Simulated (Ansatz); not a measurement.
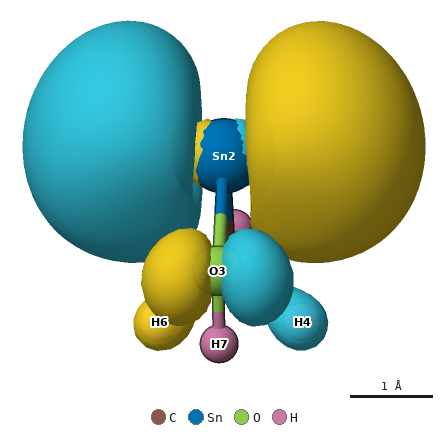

The picture shows: CH4OSn (SMILES [CH3][Sn][OH]). The LUMO at ±0.1 Å⁻³ᐟ² (yellow and cyan are the two phases), seen at an oblique angle.

Geometry: PBE0-D4/def2-TZVP; core potentials replace the inner electrons of Sn.

Computed with Ansatz, RKS PBE0-D4/def2-TZVPP.

```xyz
7

C    -0.7731    0.4864   -0.2267
Sn    1.3104    0.3534   -0.9038
O     1.8212   -1.0576    0.3957
H    -1.2597   -0.4877   -0.3423
H    -1.3489    1.2296   -0.7817
H    -0.7987    0.7489    0.8360
H     1.1102   -1.3411    0.9771
```

### What is the character of this orbital?

Its weight (Hirshfeld) is mainly on Sn2 (about 85 %) and O3 (about 5 %). Its energy is −2.13 eV.
